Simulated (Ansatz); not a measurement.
Structure data:

```
CELL_PARAMETERS angstrom
5.66000 0.00000 0.00000
0.00000 5.66000 0.00000
0.00000 0.00000 5.66000
ATOMIC_POSITIONS crystal
Ge 0.50000 0.00000 0.50000
Ge 0.25000 0.25000 0.25000
Ge 0.50000 0.50000 0.00000
Ge 0.25000 0.75000 0.75000
Ge 0.00000 0.00000 0.00000
Ge 0.75000 0.25000 0.75000
Ge 0.00000 0.50000 0.50000
Ge 0.75000 0.75000 0.25000
```

What crystal do these data define?

The element is germanium. The symmetry is that of Fd-3m (No. 227), on a face-centred cubic lattice. The structure is of the kind named diamond. The cell holds eight atoms. Ge is coordinated by four Ge in a tetrahedral arrangement at 2.45 Å. The bonds build a three-dimensional framework.

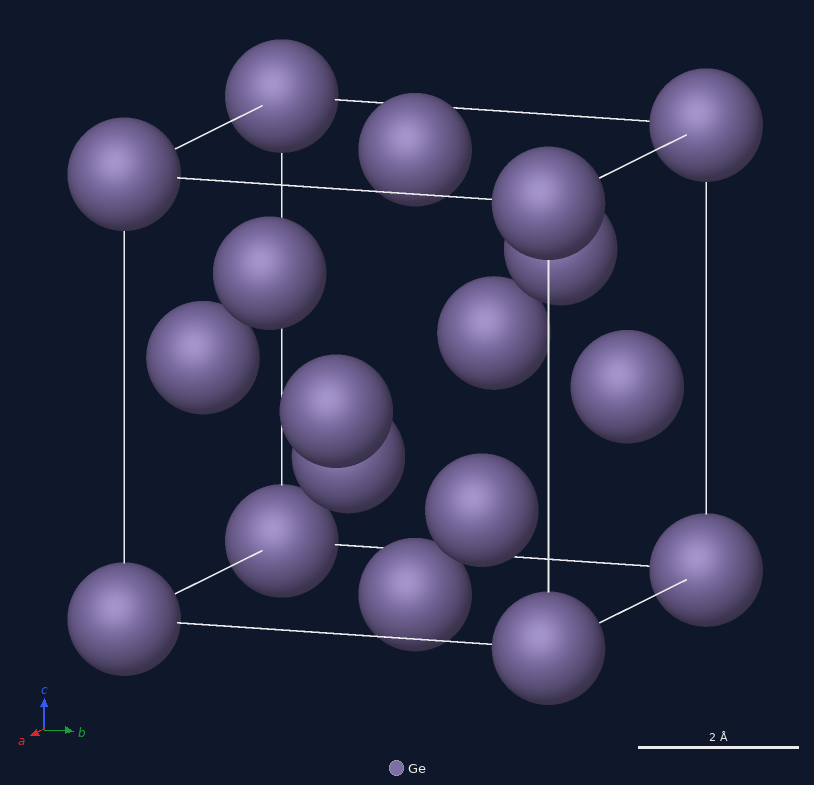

An orthographic spheres-only view of the structure, slightly off an axis. One conventional unit cell is framed, with atoms on its boundary repeated.

It goes back to the standard structure of this element. Earlier steps of the study may have refined or changed the cell and positions. A calculation with Ansatz used it as input.
